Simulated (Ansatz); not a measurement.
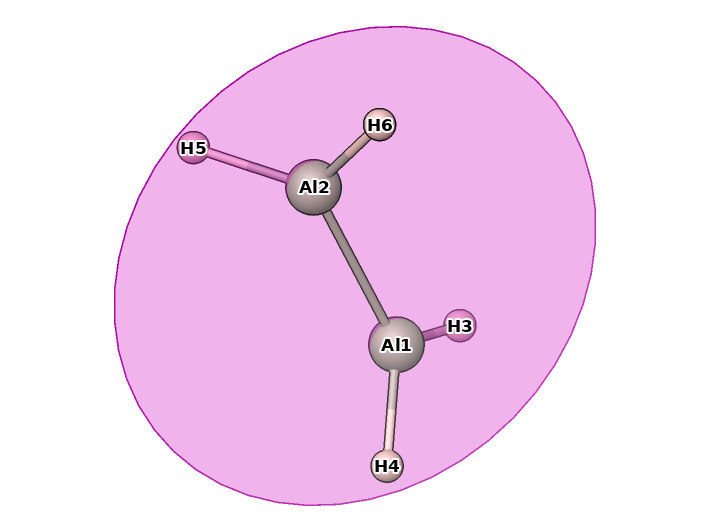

A disc through the centre of mass is drawn in. Depth is shown by fading: the farther an atom, the more it takes the colour of the background. The computed structure is the end point of a PBE0-D4/def2-TZVP optimisation. No frequency run is at hand to confirm it as a minimum.

Is the plane of the disc a mirror plane of the structure?

No. The point group is D2d, with 3 C2 axes, 1 S4 axis and 2 mirror planes, and this plane isn't one of its mirror planes.
